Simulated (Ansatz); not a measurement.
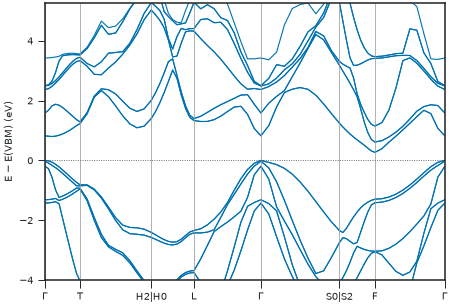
*Band structure from the program Ansatz at the PBEsol with spin–orbit coupling level (PAW)*

Task: Read off the gap and where the band edges lie.

Result: About 0.3 eV (0.27 eV by a search for the band edges); maximum at Γ, minimum at F.

The material is SiGe in space group R-3m (No. 166; Si on 6c, Ge on 6c).

The start of the workflow was typed in or built on a structure type; neither database checked (COD, Materials Project) lists it. Its standing as an ambient phase is unchecked. Symmetry was held in the PBEsol relaxation; its stability against distortions is not shown here.

Potentials: the earlier of the program's two PAW sets. The files were generated under PBE; for other functionals the program regenerates the frozen cores, and for LDA and PBEsol the local potential too.
